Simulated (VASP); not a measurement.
Band structure of PbSe (relaxed from the layer:h-BN structure). Method: r2SCAN meta-GGA, VASP's PBE PAW potentials (set 64) (plane waves; VASP).

The cell holds a wide vacuum, so values per volume refer to the whole cell. Unless said otherwise, spin-orbit coupling is left out, though it shifts the bands of the heavy elements here.

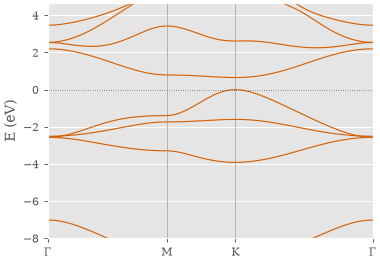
Figure: Bands along high-symmetry lines, zero at the valence-band maximum or, without a gap, the Fermi level

Read the plot: is there a gap, and where are the band edges?

The gap is direct, 0.65 eV, from the valence maximum at K to the conduction minimum at K.

The cell is a sheet with vacuum, built from a generated structure.
